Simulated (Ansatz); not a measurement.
## Electronic structure of AlH3O4···H2 in real space

```
atom    x (Å)    y (Å)    z (Å)
  Al   0.1866  -0.7893  -0.1170
   H  -1.3442   1.9562   0.2691
   O   1.2044  -0.2341   1.1223
   O  -1.4090  -1.3019   0.0934
   H  -0.7138   2.0599   0.6572
   O   0.9833  -1.2018  -1.6332
   O   0.5848   0.2367  -1.6871
   H   0.9795  -0.2409   2.0492
   H  -1.9088  -1.1780   0.8965
   H   1.4373   0.6930  -1.6504
```

The product side of a reaction path; geometry: PBE0-D4/def2-TZVP.

Method: Ansatz 0.2.0, RKS PBE0-D4/def2-TZVPP.

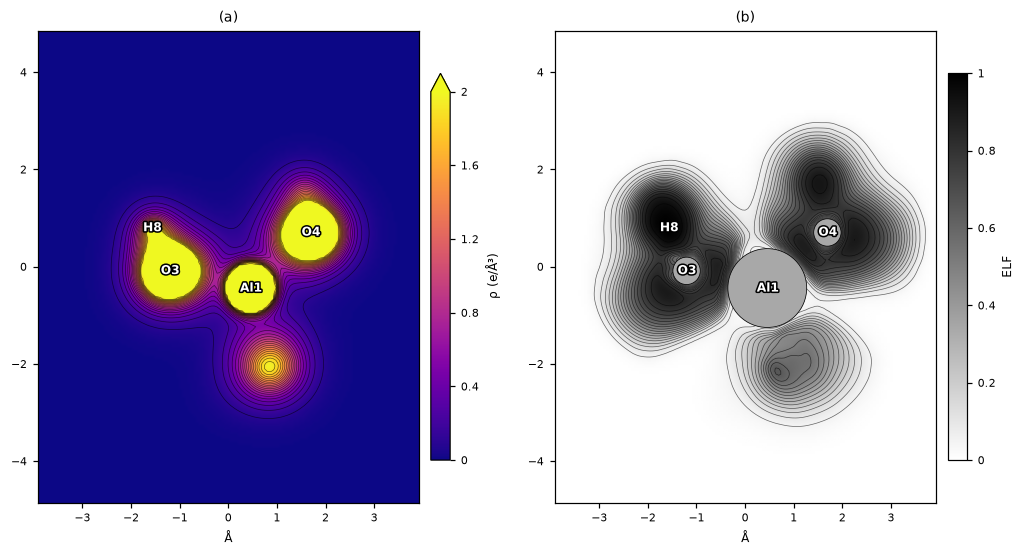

Figure 1. (a) electron density; (b) electron localisation function on the plane of atoms Al1, O3 and H8. Grey discs cover the atomic cores in the ELF map.

**What does the map show?**

Atoms in the plane: Al, O and H.
Al–O (1.69 Å): ρ at the midpoint is about 0.92 e/Å³; the ELF peaks at about 0.90 in the valence shell of O, 0.6 Å from its nucleus, and is about 0.40 at the midpoint.
O–H (0.95 Å): ρ is about 3.8 e/Å³ halfway; the ELF climbs to about 1 towards the hydrogen, as it does in any bond to H (an ordinary covalent bond to hydrogen).
The ELF also peaks beside O3 and O4, away from the bonds: lone-pair regions.

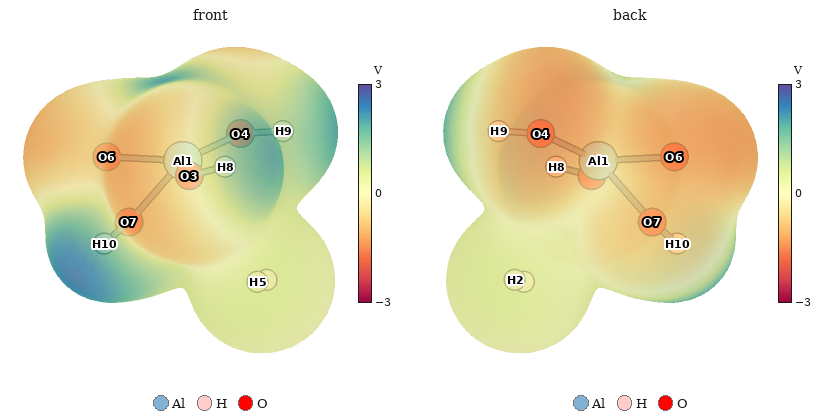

Figure 2. The electrostatic potential painted on the density surface at 0.001 e/bohr³, seen from the front and from behind; red is negative and blue positive.

**Which sites attract a positive test charge, and which a negative one?**

A positive charge is drawn to the negative regions and a negative charge to the positive ones. The most negative region (about −1.4 V, or −32 kcal/mol for a unit charge) lies over O4, the most positive (about +2.5 V, or +58 kcal/mol for a unit charge) over H10. O4 is the likeliest acceptor of a hydrogen bond.

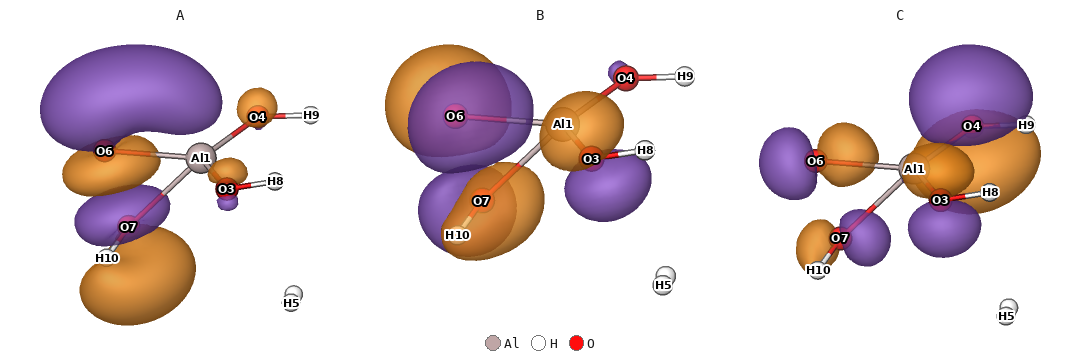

Figure 3. Three frontier orbitals at ±0.1 Å⁻³ᐟ² (orange and purple are the two phases), in no order.

**Order the three orbitals by energy and name them.**

C is the HOMO−1 (−9.00 eV). Its weight (Hirshfeld) is mainly on O4 (about 65 %), O6 (about 10 %) and O3 (about 10 %). B is the HOMO (−8.37 eV). By Hirshfeld shares it lies mainly on O6 (about 60 %), O7 (about 20 %) and O3 (about 10 %). A is the LUMO (−0.66 eV). Its weight (Hirshfeld) is mainly on O6 (about 40 %), O7 (about 30 %) and H10 (about 5 %).

**What is the HOMO–LUMO gap?**

7.71 eV between the orbital energies.
